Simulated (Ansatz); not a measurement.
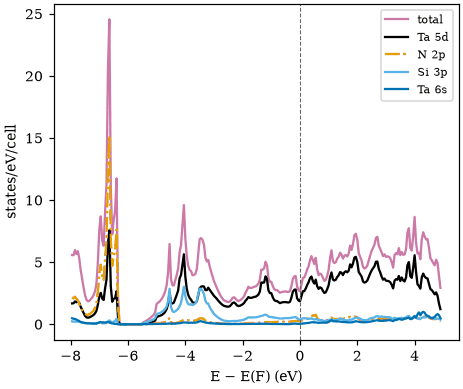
*Total and projected density of states of Ta2SiN in space group P6_3/mmc (No. 194; Si on 2d, Ta on 4f, N on 2a), the program Ansatz at the PBEsol level (PAW)*

### Question
Which orbitals carry the states next to the Fermi level?

### Answer
Within 0.5 eV of the Fermi level: Ta 5d 70 %, Si 3p 13 %, N 2p 10 %. Projections are on Löwdin-orthogonalised atomic valence shells; empty p or d shells of many metals are not among them.

### Question
Where is the tallest occupied peak in this window, and what makes it?

### Answer
Near -6.7 eV, about 25 states/eV per cell; the largest projected share is N 2p.

The start of the workflow was typed in or built on a structure type; neither database checked (COD, Materials Project) lists it. Its standing as an ambient phase is unchecked. The PBEsol relaxation kept the symmetry of its start; its stability against distortions is not shown here. No spin polarisation was allowed. Scalar-relativistic: spin–orbit coupling is off unless named, which matters more the heavier the elements.

Potentials: the later of the program's two PAW sets.
